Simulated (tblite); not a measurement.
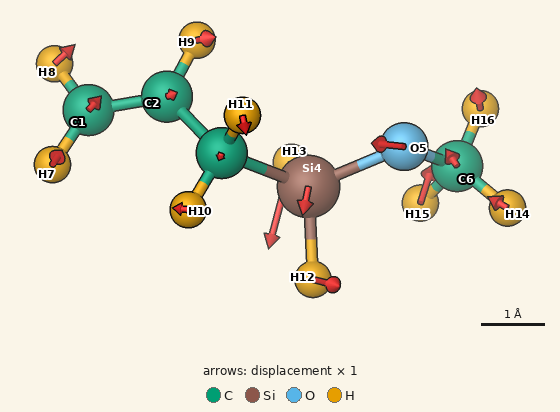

This is a relaxation of C₄H₁₀OSi. The starting structure is drawn; red arrows show the displacements, at their true length. The two geometries are superimposed by the best rigid fit.

The picture is a ball-and-stick view, seen from a free direction.

All numbers below come from GFN2-xTB geometry optimisation, gas phase in tblite. 

> Atoms of which element are displaced furthest, and by how much?

Hydrogen: up to 1.46 Å, against 0.78 Å for oxygen.

> What happened in the run?

Over 193 geometry steps the energy falls by 0.674 eV. An H atom moves most after the best rigid fit: 1.46 Å. By element the largest moves are H 1.46 Å, O 0.78 Å, Si 0.50 Å, C 0.40 Å. Some distances before and after: O–Si 1.699 → 1.621 Å, C–Si 1.853 → 1.901 Å, C–C 1.293 → 1.321 Å, C–H 1.104 → 1.077 Å. Among the angles between lasting bonds that change: Si–O–C 105.6° → 128.1°, C–Si–O 114.5° → 103.0°, C–C–Si 105.8° → 111.7°. Groups turn about C–O by about 65°, C–Si by about 50°.
